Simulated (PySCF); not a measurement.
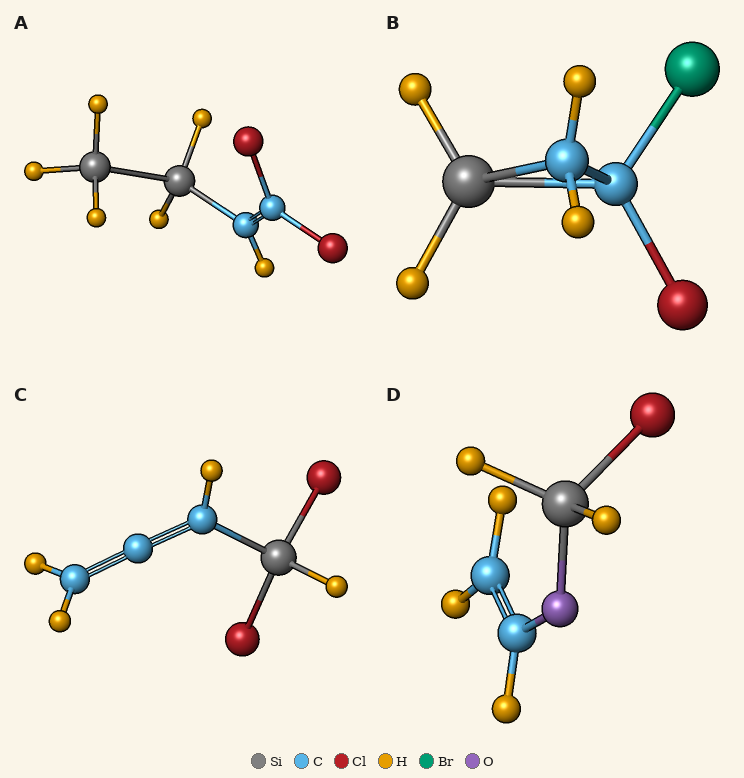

Source: calculation with PySCF.

```xyz
10
charge 0, multiplicity 1
C     1.5966    0.4565   -0.0521
C     0.4264   -0.0887    0.1436
C    -0.7677   -0.6016    0.3165
Si   -2.2874    0.1869   -0.3891
Cl   -3.3295   -1.2243   -1.4739
Cl   -1.7512    1.7446   -1.6179
H     1.9971    1.1955    0.6487
H     2.2039    0.1880   -0.9220
H    -0.8779   -1.5313    0.8918
H    -3.2125    0.7062    0.6476
```

Question: Which panel shows the molecule in this file?

Answer: C. The file holds C3H4Cl2Si, `C=C=C[SiH](Cl)Cl`.
